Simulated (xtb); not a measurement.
# Geometry relaxation of C₃H₆F₂O (part 4 of 4)

The same run, continued: C₃H₆F₂O, SMILES CC(F)OCF; GFN1-xTB (xtb 6.7.1). The geometry comes from this level: PBE0-D4/def2-TZVP.

Geometry of the input (Å):
```
C  0.3017  -0.8176  1.5690
C  0.3797  0.1195  0.4038
F  1.6928  0.2174  -0.0261
O  -0.3926  -0.3884  -0.6339
C  -0.6001  0.4814  -1.6825
F  -1.5246  1.4415  -1.3356
H  0.6185  -1.8136  1.2564
H  -0.7243  -0.8680  1.9347
H  0.9514  -0.4668  2.3708
H  0.0671  1.1395  0.6528
H  -1.0103  -0.1029  -2.5064
H  0.3178  1.0028  -1.9693
```

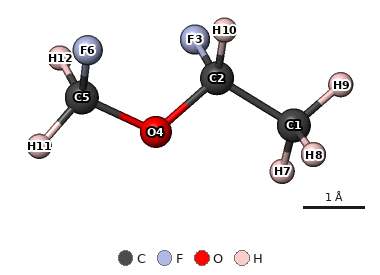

The geometry at step 10 of the log (ball-and-stick view, seen at a tilt; atoms are numbered from 1 in the order of the input).

Trajectory as extended XYZ, continued
```
12
Properties=species:S:1:pos:R:3 step=3 energy=-668.98530
C     0.3114   -0.8358    1.5836
C     0.3530    0.1380    0.4223
F     1.6599    0.2666    0.0043
O    -0.4017   -0.3743   -0.6301
C    -0.5929    0.4686   -1.7072
F    -1.4465    1.4849   -1.3590
H     0.6465   -1.8148    1.2459
H    -0.7100   -0.9118    1.9512
H     0.9629   -0.4811    2.3788
H     0.0309    1.1576    0.6974
H    -1.0770   -0.1018   -2.5099
H     0.3405    0.9488   -2.0436
12
Properties=species:S:1:pos:R:3 step=4 energy=-668.98714
C     0.3125   -0.8377    1.5823
C     0.3482    0.1415    0.4247
F     1.6538    0.2825    0.0091
O    -0.4030   -0.3730   -0.6286
C    -0.5909    0.4664   -1.7081
F    -1.4242    1.4991   -1.3595
H     0.6531   -1.8128    1.2394
H    -0.7078   -0.9208    1.9507
H     0.9632   -0.4819    2.3778
H     0.0158    1.1560    0.7047
H    -1.0908   -0.1023   -2.5015
H     0.3471    0.9277   -2.0573
12
Properties=species:S:1:pos:R:3 step=5 energy=-668.98876
C     0.3143   -0.8389    1.5804
C     0.3421    0.1447    0.4274
F     1.6461    0.2996    0.0128
O    -0.4051   -0.3728   -0.6271
C    -0.5883    0.4641   -1.7091
F    -1.3993    1.5140   -1.3596
H     0.6605   -1.8106    1.2334
H    -0.7049   -0.9300    1.9501
H     0.9637   -0.4827    2.3770
H    -0.0014    1.1540    0.7108
H    -1.1053   -0.1013   -2.4931
H     0.3545    0.9048   -2.0696
12
Properties=species:S:1:pos:R:3 step=6 energy=-668.98999
C     0.3166   -0.8399    1.5790
C     0.3348    0.1476    0.4305
F     1.6370    0.3160    0.0154
O    -0.4089   -0.3730   -0.6253
C    -0.5855    0.4617   -1.7104
F    -1.3740    1.5284   -1.3607
H     0.6685   -1.8083    1.2279
H    -0.7012   -0.9398    1.9508
H     0.9650   -0.4833    2.3764
H    -0.0185    1.1523    0.7167
H    -1.1190   -0.0988   -2.4862
H     0.3624    0.8821   -2.0804
12
Properties=species:S:1:pos:R:3 step=7 energy=-668.99108
C     0.3199   -0.8416    1.5778
C     0.3236    0.1512    0.4351
F     1.6231    0.3359    0.0170
O    -0.4172   -0.3727   -0.6219
C    -0.5818    0.4588   -1.7125
F    -1.3411    1.5469   -1.3653
H     0.6801   -1.8051    1.2210
H    -0.6953   -0.9541    1.9535
H     0.9677   -0.4835    2.3753
H    -0.0400    1.1510    0.7252
H    -1.1352   -0.0944   -2.4794
H     0.3733    0.8524   -2.0922
12
Properties=species:S:1:pos:R:3 step=8 energy=-668.99158
C     0.3223   -0.8430    1.5776
C     0.3156    0.1537    0.4383
F     1.6130    0.3463    0.0165
O    -0.4260   -0.3704   -0.6182
C    -0.5800    0.4572   -1.7138
F    -1.3216    1.5585   -1.3723
H     0.6885   -1.8024    1.2160
H    -0.6908   -0.9647    1.9564
H     0.9701   -0.4830    2.3740
H    -0.0516    1.1509    0.7329
H    -1.1429   -0.0918   -2.4764
H     0.3805    0.8336   -2.0972
12
Properties=species:S:1:pos:R:3 step=9 energy=-668.99192
C     0.3244   -0.8445    1.5774
C     0.3089    0.1562    0.4412
F     1.6041    0.3535    0.0146
O    -0.4361   -0.3665   -0.6134
C    -0.5790    0.4562   -1.7146
F    -1.3063    1.5687   -1.3811
H     0.6971   -1.7996    1.2113
H    -0.6867   -0.9751    1.9580
H     0.9715   -0.4822    2.3733
H    -0.0595    1.1516    0.7410
H    -1.1481   -0.0908   -2.4744
H     0.3868    0.8173   -2.0995
12
Properties=species:S:1:pos:R:3 step=10 energy=-668.99211
C     0.3267   -0.8458    1.5770
C     0.3028    0.1591    0.4443
F     1.5953    0.3593    0.0116
O    -0.4475   -0.3613   -0.6077
C    -0.5785    0.4552   -1.7150
F    -1.2926    1.5789   -1.3916
H     0.7066   -1.7964    1.2064
H    -0.6828   -0.9861    1.9581
H     0.9720   -0.4816    2.3735
H    -0.0651    1.1530    0.7499
H    -1.1522   -0.0906   -2.4722
H     0.3925    0.8012   -2.1006
12
Properties=species:S:1:pos:R:3 step=11 energy=-668.99215
C     0.3275   -0.8463    1.5766
C     0.3011    0.1604    0.4456
F     1.5925    0.3607    0.0099
O    -0.4523   -0.3585   -0.6050
C    -0.5786    0.4548   -1.7149
F    -1.2879    1.5826   -1.3961
H     0.7112   -1.7947    1.2046
H    -0.6818   -0.9909    1.9565
H     0.9708   -0.4813    2.3744
H    -0.0657    1.1540    0.7536
H    -1.1541   -0.0911   -2.4711
H     0.3943    0.7951   -2.1005
12
Properties=species:S:1:pos:R:3 step=12 energy=-668.99216
C     0.3278   -0.8464    1.5765
C     0.3012    0.1609    0.4461
F     1.5921    0.3598    0.0088
O    -0.4543   -0.3570   -0.6036
C    -0.5790    0.4548   -1.7146
F    -1.2875    1.5838   -1.3980
H     0.7139   -1.7938    1.2044
H    -0.6819   -0.9932    1.9544
H     0.9690   -0.4809    2.3758
H    -0.0642    1.1548    0.7547
H    -1.1544   -0.0915   -2.4704
H     0.3944    0.7935   -2.1002
12
Properties=species:S:1:pos:R:3 step=13 energy=-668.99218
C     0.3277   -0.8462    1.5764
C     0.3024    0.1609    0.4460
F     1.5933    0.3576    0.0076
O    -0.4548   -0.3562   -0.6030
C    -0.5796    0.4550   -1.7142
F    -1.2889    1.5839   -1.3982
H     0.7163   -1.7930    1.2052
H    -0.6829   -0.9948    1.9513
H     0.9660   -0.4800    2.3777
H    -0.0612    1.1554    0.7545
H    -1.1549   -0.0919   -2.4699
H     0.3936    0.7941   -2.0998
12
Properties=species:S:1:pos:R:3 step=14 energy=-668.99218
C     0.3275   -0.8461    1.5766
C     0.3035    0.1605    0.4455
F     1.5945    0.3552    0.0069
O    -0.4544   -0.3563   -0.6032
C    -0.5801    0.4553   -1.7139
F    -1.2907    1.5833   -1.3973
H     0.7178   -1.7927    1.2067
H    -0.6838   -0.9953    1.9492
H     0.9637   -0.4789    2.3791
H    -0.0588    1.1557    0.7534
H    -1.1548   -0.0917   -2.4698
H     0.3927    0.7958   -2.0995
12
Properties=species:S:1:pos:R:3 step=15 energy=-668.99219
C     0.3273   -0.8459    1.5767
C     0.3041    0.1600    0.4450
F     1.5954    0.3539    0.0067
O    -0.4537   -0.3568   -0.6037
C    -0.5803    0.4555   -1.7138
F    -1.2914    1.5830   -1.3960
H     0.7187   -1.7924    1.2078
H    -0.6844   -0.9956    1.9481
H     0.9622   -0.4779    2.3798
H    -0.0578    1.1556    0.7524
H    -1.1551   -0.0913   -2.4699
H     0.3922    0.7969   -2.0995
12
Properties=species:S:1:pos:R:3 step=16 energy=-668.99219
C     0.3272   -0.8459    1.5768
C     0.3042    0.1597    0.4448
F     1.5956    0.3534    0.0066
O    -0.4534   -0.3572   -0.6040
C    -0.5804    0.4556   -1.7138
F    -1.2911    1.5830   -1.3952
H     0.7193   -1.7923    1.2084
H    -0.6846   -0.9960    1.9477
H     0.9615   -0.4772    2.3801
H    -0.0576    1.1554    0.7519
H    -1.1555   -0.0908   -2.4699
H     0.3920    0.7970   -2.0997
```

Summary

| quantity | value |
| --- | --- |
| outcome | converged |
| electrons treated | 38 |
| total energy | −24.585010 hartree |
| dispersion energy | −0.003099 hartree |
| basis functions | 36 |
| HOMO | −13.21 eV |
| LUMO | −3.90 eV |
| zero-point energy | 0.091172 hartree |
| dipole moment | 0.66 D |
| wavenumbers, lowest and highest | 65 and 3111 cm⁻¹ |
| hardware | 1 thread of Arm Neoverse N1, 98 GiB of memory available, shared host |
| wall time | 0.89 s |
| peak memory | 0.07 GiB |
